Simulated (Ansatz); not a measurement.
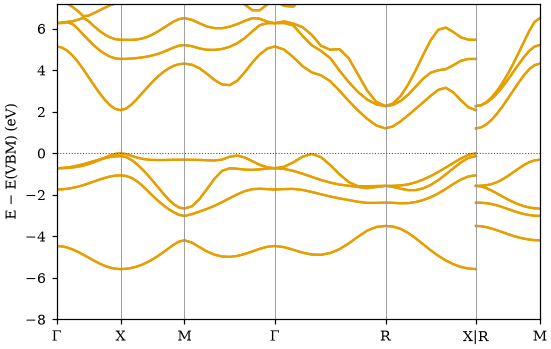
Figure: Band structure from r²SCAN+D4 with spin–orbit coupling (plane waves, PAW; program Ansatz)

Question: Read off the gap and where the band edges lie.

Answer: About 1.2 eV (1.20 eV by a search for the band edges); maximum at X, minimum at R.

The material is TlI (CsCl type, Pm-3m).

The workflow started from a Materials Project entry (that database holds measured and hypothetical structures alike); the Crystallography Open Database files this formula in space group No. 221, but the cells were not matched. Its standing as an ambient phase is unchecked. The r²SCAN+D4 relaxation kept the symmetry of its start; its stability against distortions is not shown here.

Potentials: the later of the program's two PAW sets.
